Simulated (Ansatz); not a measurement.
Start from PbS in the rock salt structure (space group Fm-3m, No. 225; a = 5.845 Å).

Structures relaxed with Ansatz (a quantum-chemistry and plane-wave program), LDA, PAW, cutoff 420 eV, scalar-relativistic without spin-orbit coupling.

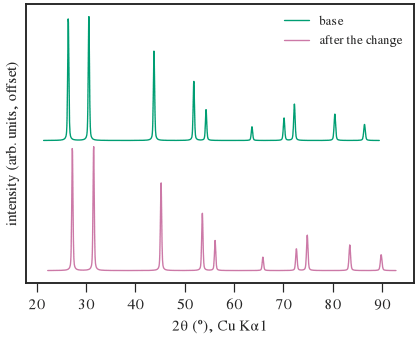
*Simulated powder patterns before (top) and after one change*

**Question.** What was done to the base?
A) isotropic strain +3.00 %
B) isotropic strain −3.00 %
C) isotropic strain −0.50 %
D) isotropic strain +2.00 %

**Answer.** B, isotropic strain −3.00 %. Its volume per atom is 22.78 Å³ against 24.96 Å³, and its space group is Fm-3m (No. 225).

Stability against distortions was not tested. The final runs are not spin-polarised.
